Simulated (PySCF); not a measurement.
# C₃H₆F₂OSi: excited-state calculation

- system: C₃H₆F₂OSi
- method: TDDFT wB97X-D/def2-SVPD, vertical, gas phase, core orbitals frozen in the response (PySCF 2.14.0)

The geometry comes from this level: GFN2-xTB. It belongs to a series of runs on one base structure; here: H on C replaced by F.

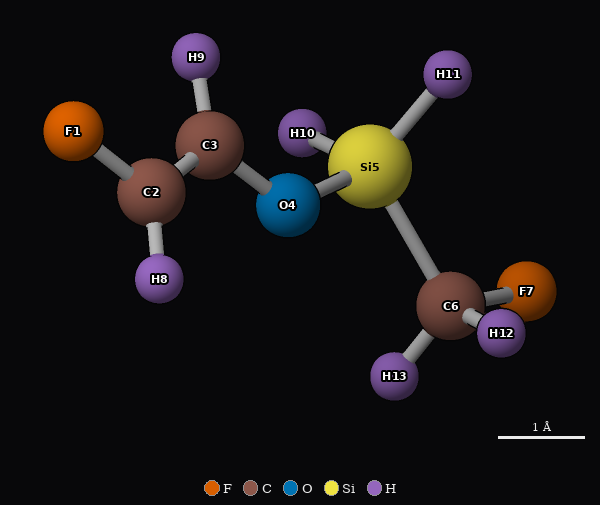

Figure 1. The structure as given in the input (ball-and-stick view, seen at a tilt; atoms are numbered from 1 in the order of the input). Bond lengths as drawn: C–C 1.32 Å, C–F 1.34 to 1.38 Å, C–H 1.08 to 1.09 Å, C–O 1.34 Å, C–Si 1.91 Å, H–Si 1.46 Å and O–Si 1.63 Å.

### The input
```
{"job": {"kind": "uv", "xc": "wB97X-D", "basis": "def2-SVPD", "nstates": 8, "ntriplets": 3}, "charge": 0, "multiplicity": 1}
F      3.815461     0.870967    -0.346764
C      2.544994     0.508241    -0.587709
C      1.667925     0.437002     0.401359
O      0.392190     0.076666     0.182670
Si    -0.857763    -0.077640     1.223161
C     -2.233497    -0.621291     0.018778
F     -3.409948    -0.809770     0.716072
H      2.352343     0.297740    -1.627141
H      1.955866     0.668895     1.417931
H     -0.587210    -1.105395     2.229032
H     -1.176953     1.200434     1.859972
H     -2.450404     0.125566    -0.749431
H     -2.017394    -1.570927    -0.477640
```

The first line tells a small driver script what to run in PySCF; the rest is the geometry in Å.

Machine: 1 CPU thread, shared host.

Command:
```bash
OMP_NUM_THREADS=1 python <driver script> task.json out
```

### What the program printed
```
coarse grid: 11864 points
cycle   1  E = -681.6095867265  dE =  9.157e-01  |g| = 7.841e-01  |ddm| = 4.608e+00
cycle   2  E = -681.5891958160  dE =  2.039e-02  |g| = 9.033e-01  |ddm| = 1.575e+00
cycle   3  E = -681.7239374902  dE = -1.347e-01  |g| = 6.012e-02  |ddm| = 7.826e-01
cycle   4  E = -681.7246072713  dE = -6.698e-04  |g| = 2.831e-02  |ddm| = 1.273e-01
cycle   5  E = -681.7247511679  dE = -1.439e-04  |g| = 1.198e-02  |ddm| = 5.194e-02
cycle   6  E = -681.7247789110  dE = -2.774e-05  |g| = 1.311e-03  |ddm| = 2.172e-02
cycle   7  E = -681.7247793286  dE = -4.176e-07  |g| = 5.957e-04  |ddm| = 3.740e-03
final grid: 112200 points
cycle   8  E = -681.8223683018  dE = -1.081e-04  |g| = 8.139e-03  |ddm| = 1.402e-01
cycle   9  E = -681.8223666154  dE =  1.686e-06  |g| = 9.669e-03  |ddm| = 2.182e-02
cycle  10  E = -681.8223806151  dE = -1.400e-05  |g| = 4.042e-04  |ddm| = 6.242e-03
cycle  11  E = -681.8223806703  dE = -5.521e-08  |g| = 3.260e-04  |ddm| = 2.225e-03
cycle  12  E = -681.8223806936  dE = -2.325e-08  |g| = 8.636e-05  |ddm| = 4.757e-04
cycle  13  E = -681.8223806954  dE = -1.812e-09  |g| = 1.721e-05  |ddm| = 1.663e-04
cycle  14  E = -681.8223806955  dE = -1.266e-10  |g| = 7.792e-06  |ddm| = 5.635e-05
```

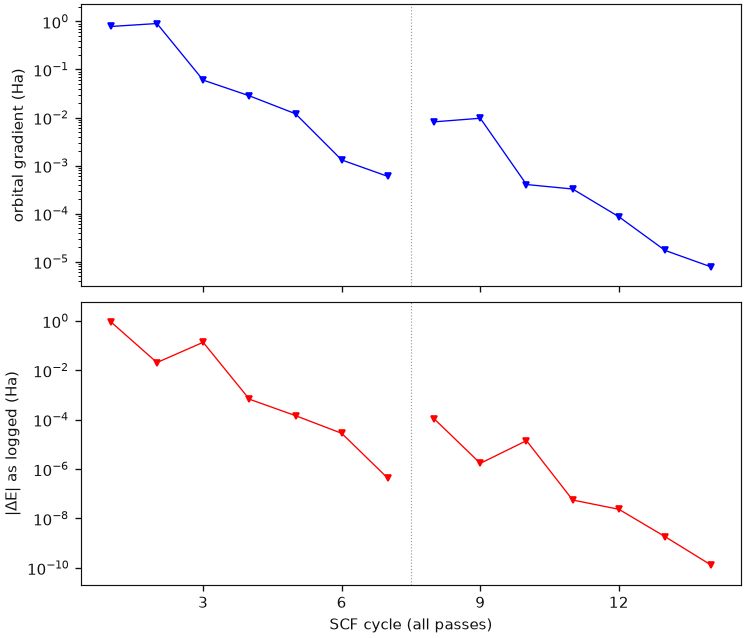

Figure 2. Convergence of the self-consistent field: orbital gradient and size of the energy change against the SCF cycle. The dotted line marks the change from a coarse to the final integration grid. The first 7 cycles use a coarse grid, the final grid takes over at cycle 8, and the field converges after 14 cycles in all.

```
converged SCF energy = -681.8223806955

Static polarisability (au): isotropic 68.401, principal 54.095 64.224 86.884

Singlet excitations
state   eV       nm        f      main configurations
  1   6.1387    202.0   0.00074   H->L 0.86
  2   6.9003    179.7   0.41753   H->L+1 0.96
  3   6.9830    177.6   0.03126   H->L+2 0.59, H->L+4 0.34
  4   7.3324    169.1   0.00261   H->L+3 0.49, H->L+4 0.24, H->L+2 0.08
  5   7.4216    167.1   0.03151   H-1->L 0.91
  6   7.7554    159.9   0.00938   H->L+4 0.25, H->L+6 0.20, H->L+3 0.19
  7   8.1138    152.8   0.00125   H->L+6 0.31, H->L+5 0.21, H-2->L 0.21
  8   8.3715    148.1   0.00309   H-2->L 0.48, H->L+6 0.20, H->L+3 0.13

Triplet excitations (Tamm-Dancoff, eV): 4.2517 5.9758 6.9330
```

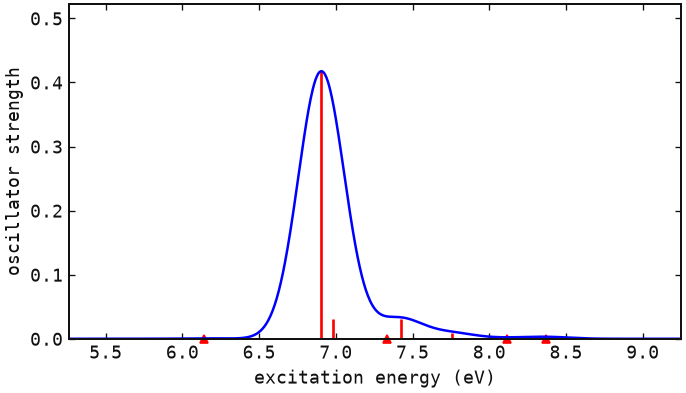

Figure 3. Computed excitations as sticks (degenerate states added up, dark ones marked on the axis), with a Gaussian envelope of 0.35 eV full width at half maximum, scaled to the tallest. Of the 8 states the lowest lies at 6.14 eV (f = 0.001); the strongest line is at 6.90 eV, or 180 nm (f = 0.418).

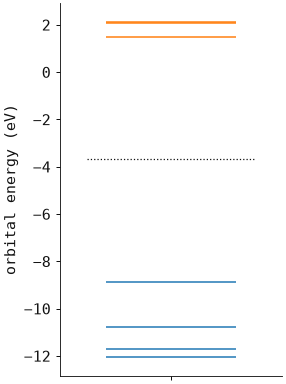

Figure 4. Orbital energies near the frontier; the dotted line parts filled from empty levels, and levels within 0.02 eV of each other stand side by side. Highest filled −8.86 eV, lowest empty 1.48 eV, 10.34 eV apart.

### Key numbers

| quantity | value |
| --- | --- |
| outcome | converged |
| total energy | −681.822381 hartree |
| HOMO | −8.86 eV |
| LUMO | 1.48 eV |
| dipole moment | 0.24 D |
| mean polarisability | 68.40 a.u. |
| lowest singlet excitation | 6.14 eV |
| wall time | 58 s |
| peak memory | 0.83 GiB |
